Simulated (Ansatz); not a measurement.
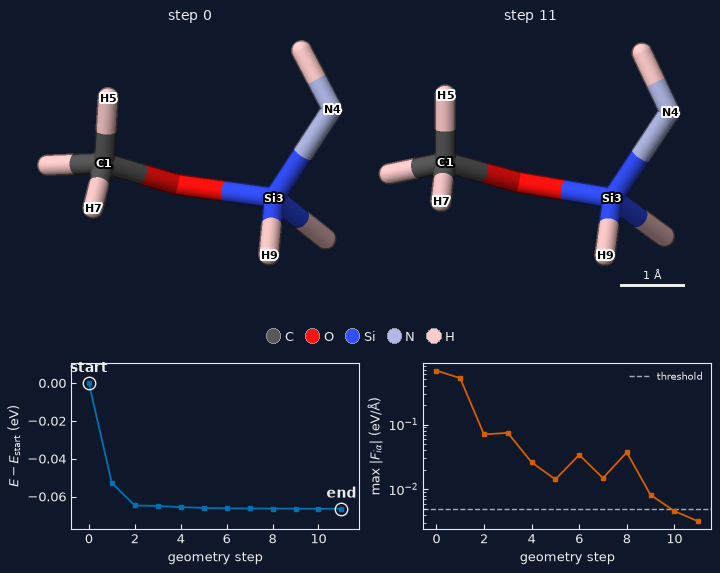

First and last geometry of a relaxation of CH6NOSi (multiplicity 2), with the history of the run. A stick model, seen at a tilt.

The start comes from PBE-D4/def2-SVP.

Computed with Ansatz, UKS PBE0-D4/def2-TZVP.

Input file:
```yaml
crystal:
  periodic: [false, false, false]
  atoms:
    - {symbol: C, position_ang: [-0.544323, 1.384305, 0.452497]}
    - {symbol: O, position_ang: [-0.869506, 0.218855, -0.278812]}
    - {symbol: Si, position_ang: [0.000085, -1.216751, -0.188480]}
    - {symbol: N, position_ang: [1.576222, -1.324456, -0.951831]}
    - {symbol: H, position_ang: [0.421627, 1.835256, 0.124600]}
    - {symbol: H, position_ang: [-1.340915, 2.139884, 0.292641]}
    - {symbol: H, position_ang: [-0.472471, 1.190115, 1.548574]}
    - {symbol: H, position_ang: [-0.867024, -2.239854, -0.862082]}
    - {symbol: H, position_ang: [0.246152, -1.582311, 1.259045]}
    - {symbol: H, position_ang: [1.933452, -0.456143, -1.393353]}
basis:
  gaussian: {orbitals: def2-TZVP}
magnetization: {spin_polarized: true, initial_magnetization: 1}
hamiltonian: {xc: pbe0, dispersion: d4}
relax: {f_tol: 0.005, max_steps: 150}
```

Question: What do the curves and the structures tell?

Answer: It converged. Over 11 geometry steps the energy falls by 0.066 eV. Largest force component: 0.68 eV/Å at the start, 0.0032 eV/Å at the end. The largest move after the best rigid fit is that of H7, 0.18 Å. Largest moves by element: H 0.18 Å, N 0.07 Å, O 0.04 Å, Si 0.03 Å, C 0.02 Å. Among the contacts that change: O2–Si3 1.681 → 1.640 Å, Si3–H9 1.513 → 1.491 Å, Si3–H8 1.501 → 1.481 Å, C1–H5 1.115 → 1.096 Å.
